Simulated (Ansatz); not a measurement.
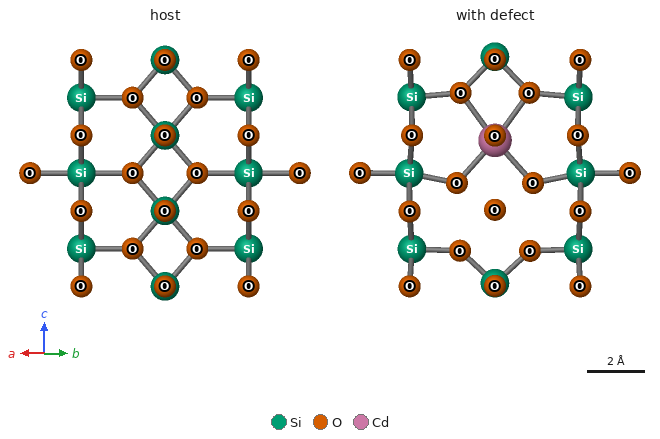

Left: perfect SiO$_{2}$. Right: the same region with a pair of point defects, after relaxing the atoms in a supercell of 72 sites. The picture is a ball-and-stick view of the atoms within 5.4 Å of one point, in a slice 4.2 Å thick across the line of sight, seen along [110].

The calculation used Ansatz 0.2.0, DFT, PBEsol, PAW, plane waves. (plane-wave cutoff 420 eV; k-point mesh 1 × 1 × 1; mesh shifted by (0.25, 0.25, 0.25); collinear spin) Fermi-Dirac smearing of 0.01 eV. The axes drawn are those of the host's conventional cell.

Which defect is it?

Answer. A silicon atom is replaced by cadmium and a silicon atom is taken out (a vacancy), the two sites 2.7 Å apart.

The charge state of the cell is 0.

How does the lattice respond?

Answer. In the host the Si atom has 6 O at 1.77 to 1.82 Å; the Cd atom ends with 6 O at 2.00 to 2.08 Å. Around the empty Si site the host had 6 O at 1.77 to 1.82 Å; after relaxation the nearest atoms are 6 O at 1.67 to 1.91 Å. Of the host's atoms, an oxygen atom moves furthest from its site, by 0.41 Å. The Cd atom itself moves 0.18 Å from where it was put. The cell's net moment is 2.00 μB.

Limits of the set-up: the periodic images lie only 8.0 Å apart, so the values are limited by the cell's size.
